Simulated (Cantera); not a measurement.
A closed system holds: 1 mol Si, 2.4 mol F₂, at 9.60 mbar.

Method: chemical equilibrium by Gibbs-energy minimisation in Cantera with the NASA 1993 tables (ideal gas, pure condensed phases). Candidate condensed phases: Si; 9 gas species. Kinetics and transport are ignored.

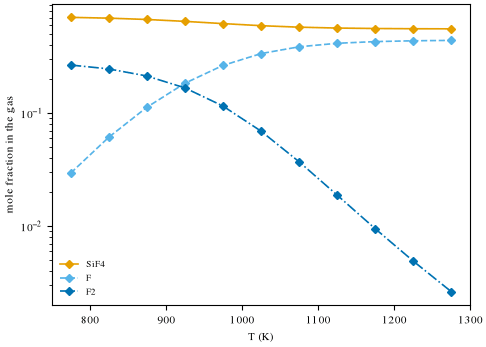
Figure. Equilibrium gas composition (values under 1e-9 drawn at 1e-9)

Question: Read off the mole fractions at 925 K.

Answer: SiF₄ about 0.65, F about 0.18, F₂ about 0.17.
